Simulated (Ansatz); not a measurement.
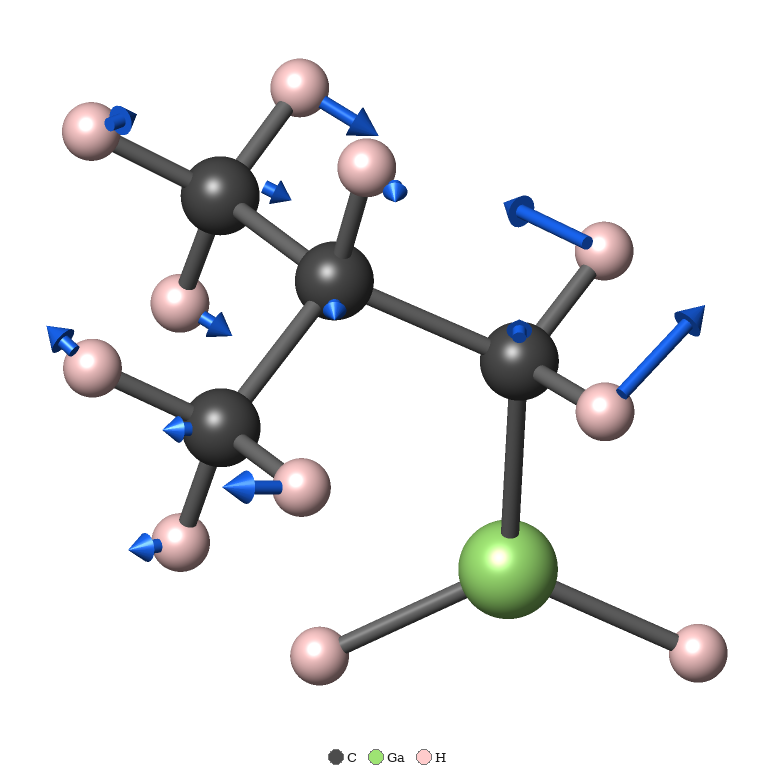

The arrows show one normal mode. Harmonic vibrations computed with RKS PBE0-D4/def2-TZVP (Ansatz 0.2.0) at a stationary point of the same level.

Q: At what wavenumber does it lie?

A: 342 cm⁻¹; it is mode 6 of 42 counted from the lowest.
